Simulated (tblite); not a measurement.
Run report: C5H11AlF2S, frequency calculation

C5H11AlF2S, computed with GFN2-xTB harmonic vibrations, gas phase (tblite 0.8.0).

It belongs to a series of runs on one base structure; here: H on C replaced by F.

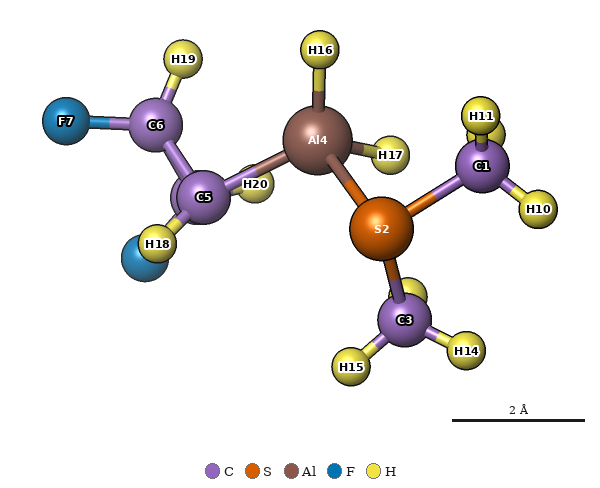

Fig. 1: The structure (ball-and-stick view, seen at a tilt; atoms are numbered from 1 in the order of the input). Sticks mark near contacts. Bond lengths as drawn: Al–C 1.98 Å, Al–H 1.56 to 1.58 Å, Al–S 2.44 Å, C–C 1.48 to 1.51 Å, C–F 1.36 Å, C–H 1.09 Å and C–S 1.81 Å.

**Results in brief**

- outcome: converged
- total energy: −818.1830 eV
- zero-point energy: 88.6560 kcal/mol
- hardware: 1 CPU thread, shared host
- wall time: 0.82 s
- peak memory: 0.17 GiB

**The input**
```
{"job": {"kind": "ir", "xc": "GFN2-xTB", "basis": "xTB"}, "charge": 0, "multiplicity": 1}
C      2.680166     1.323283    -0.608114
S      1.843867     0.538008     0.792224
C      2.010074    -1.213321     0.347692
Al    -0.272737     0.754146    -0.402316
C     -1.590529    -0.259235     0.680461
C     -2.905825     0.283416     0.164835
F     -3.984731     0.324298     0.990885
C     -2.425009    -1.035554    -0.314094
F     -3.074151    -2.159473     0.096722
H      3.653307     0.861885    -0.744056
H      2.801204     2.371802    -0.354348
H      2.075168     1.228032    -1.511164
H      1.414900    -1.436810    -0.538870
H      3.058472    -1.435582     0.176130
H      1.645745    -1.787949     1.193737
H     -0.323395     2.307568    -0.454632
H      0.130225     0.027356    -1.740303
H     -1.699645    -0.657745     1.687376
H     -2.933080     1.123961    -0.525583
H     -2.109176    -1.147411    -1.349313
```

The first line tells a small driver script what to run in tblite; the rest is the geometry in Å.

Run as:
```bash
OMP_NUM_THREADS=1 python <driver script> task.json out
```

**Log**
```
mode    cm-1     km/mol
  1      19.7      1.25
  2      32.0      1.37
  3      60.8      1.10
  4      75.9      0.46
  5     111.5      0.86
  6     117.4      0.46
  7     129.0      0.43
  8     169.0      1.86
  9     186.3      0.07
 10     199.2      3.61
 11     258.2      0.37
 12     304.7      5.06
 13     325.3      2.40
 14     355.7     23.73
 15     468.6     61.57
 16     519.7     54.59
 17     591.4     48.31
 18     687.8     23.52
 19     697.0    238.28
 20     720.4    343.25
 21     734.1     10.20
 22     791.2    356.91
 23     812.5     33.38
 24     854.1     75.93
 25     889.5      3.14
 26     924.7      0.67
 27     959.3      5.99
 28     967.0     14.69
 29    1001.2     24.68
 30    1006.3      3.25
 31    1054.7     39.53
 32    1062.6      0.62
 33    1119.1     37.83
 34    1167.0     38.80
 35    1217.5     15.15
 36    1275.9     38.63
 37    1311.5      1.81
 38    1318.0      3.70
 39    1395.8    149.74
 40    1413.9     10.30
 41    1422.7      6.26
 42    1427.9      1.37
 43    1436.4     13.34
 44    1630.5    217.50
 45    1742.8    229.36
 46    2956.0      1.92
 47    2962.5     12.42
 48    2964.7      2.64
 49    2971.5     59.00
 50    2995.7      7.88
 51    3042.3      2.46
 52    3044.9      0.82
 53    3055.2      0.72
 54    3057.4      2.38
```

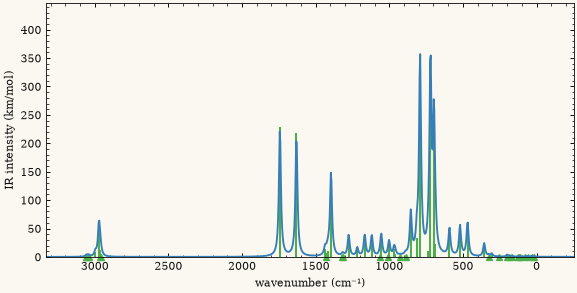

Fig. 2: Harmonic infrared spectrum, unscaled: sticks (degenerate modes added up, dark ones marked on the axis) with a Lorentzian envelope of 16 cm⁻¹ full width, scaled to the tallest stick. 54 modes from 20 to 3057 cm⁻¹, none imaginary. The strongest line is at 791 cm⁻¹ (357 km/mol).
